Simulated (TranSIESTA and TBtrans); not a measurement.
Junction: Ag chain with one bond stretched by 1.5 Å. Leads: straight Ag chain, spacing 2.65 Å. Geometry: as built, not relaxed.

TranSIESTA and TBtrans, PBE, DZP numerical orbitals (energy shift 0.15 eV), PseudoDojo norm-conserving scalar-relativistic potentials, mesh cutoff 200 Ry, 300 K, no spin polarisation, no spin-orbit coupling; self-consistent non-equilibrium Green functions.

Energies count from the leads' Fermi level. Transmissions are for one spin of a degenerate pair. The energy step is 0.01 eV; narrower resonances are cut or missed.

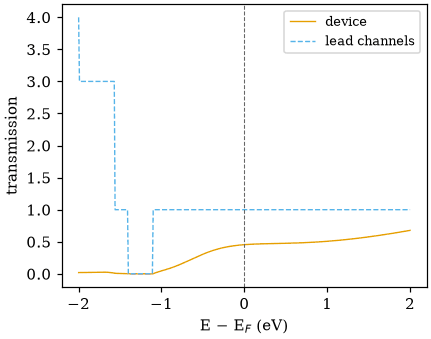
Fig. 1. Transmission against energy

| E (eV) | T | lead channels |
|---|---|---|
| -2.00 | 0.020 | band edge |
| -1.80 | 0.024 | 3 |
| -1.60 | 0.017 | 3 |
| -1.40 | 0 | 0 |
| -1.20 | 0 | 0 |
| -1.00 | 0.046 | 1 |
| -0.80 | 0.13 | 1 |
| -0.60 | 0.25 | 1 |
| -0.40 | 0.36 | 1 |
| -0.20 | 0.42 | 1 |
| 0.00 | 0.45 | 1 |
| 0.20 | 0.47 | 1 |
| 0.40 | 0.47 | 1 |
| 0.60 | 0.48 | 1 |
| 0.80 | 0.49 | 1 |
| 1.00 | 0.51 | 1 |
| 1.20 | 0.53 | 1 |
| 1.40 | 0.56 | 1 |
| 1.60 | 0.59 | 1 |
| 1.80 | 0.63 | 1 |
| 2.00 | 0.68 | 1 |

The straight chain is held at its spacing; free chains may zigzag or dimerise. No spin-polarised start was tried, so a magnetic state, if there is one, is missed.
